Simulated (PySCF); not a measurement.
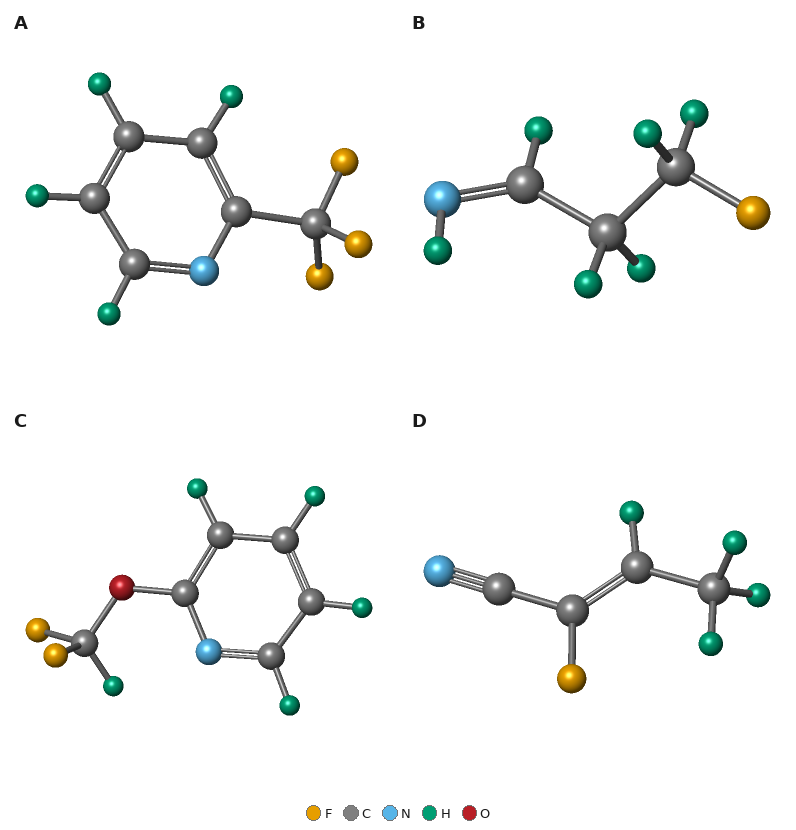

Simulated data, not a measurement (program: PySCF).

**Which panel belongs to which SMILES?**
(1) FC(F)Oc1ccccn1
(2) [H]/N=C\CCF
(3) C/C=C(\F)C#N
(4) FC(F)(F)c1ccccn1

A is (4), B is (2), C is (1), D is (3).
